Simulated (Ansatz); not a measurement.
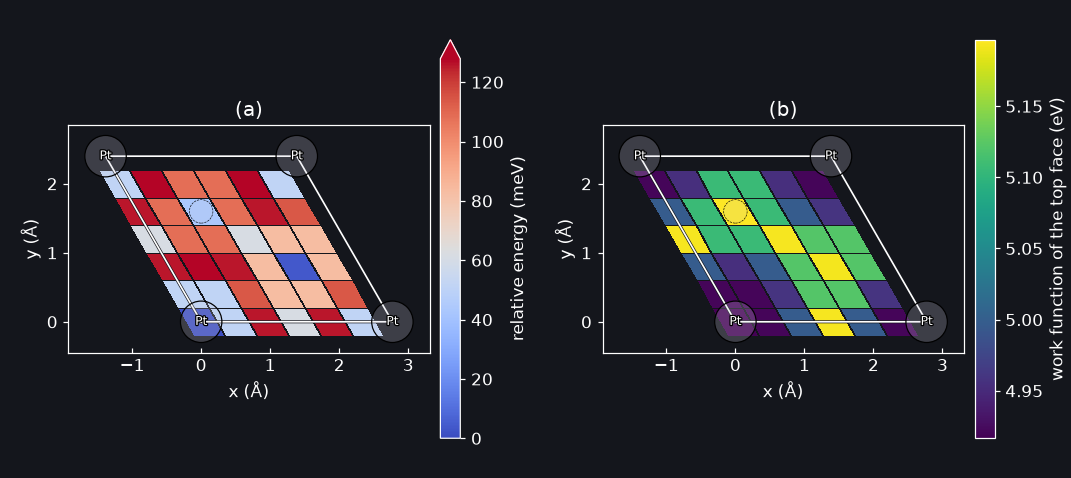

H on a Pt(111) slab cut from the Fm-3m phase, its upper half relaxed before the scan (3 atoms of substrate and one adsorbate in a 1 × 1 cell). H is moved over the surface cell; relaxed at each place: the height of the adsorbate's atoms; substrate rigid; the origin of the map has the adsorbate above Pt3. Places are given modulo a cell vector. The map is drawn in real space over the plane of the surface. Grid: 6 × 6 points; 10 points were computed and 26 follow by symmetry. Energies: meV, counted from the lowest grid point. With one adsorbate in each 1 × 1 cell, its nearest image is 2.8 Å away, so neighbouring adsorbates interact. The calculation used DFT PBEsol, scalar-relativistic, plane waves, PAW (Ansatz 0.2.0). Settings: cutoff 420 eV, k-mesh 12×12×1, gaussian smearing 0.1 eV, no spin polarisation.

Panel (a) is the energy; panel (b) is the computed work function of the top face, in eV.

Drawn: one coloured cell a grid point, labelled circles for the atoms of the top layer and small ones for the second layer, the outline of one cell of the plane, one colour for all values above the top of the scale.

### How does the work function of the top face vary over the map, and what is it at the lowest grid point?

It runs from 4.92 eV at the top site over a surface Pt atom, (0/6, 0/6) of the cell vectors to 5.20 eV at a threefold hollow over a second-layer Pt atom, (2/6, 4/6) of the cell vectors. At the lowest grid point, the top site over a surface Pt atom, (0/6, 0/6) of the cell vectors, it is 4.92 eV.

| second ↓, first → | 0/6 | 1/6 | 2/6 | 3/6 | 4/6 | 5/6 |
| --- | --- | --- | --- | --- | --- | --- |
| 5/6 | 4.92 | 4.95 | 5.11 | 5.11 | 4.95 | 4.92 |
| 4/6 | 5.00 | 5.11 | 5.20 | 5.11 | 5.00 | 4.96 |
| 3/6 | 5.19 | 5.11 | 5.11 | 5.19 | 5.12 | 5.12 |
| 2/6 | 5.00 | 4.95 | 5.00 | 5.12 | 5.19 | 5.12 |
| 1/6 | 4.92 | 4.92 | 4.96 | 5.12 | 5.12 | 4.96 |
| 0/6 | 4.92 | 4.92 | 5.00 | 5.19 | 5.00 | 4.92 |
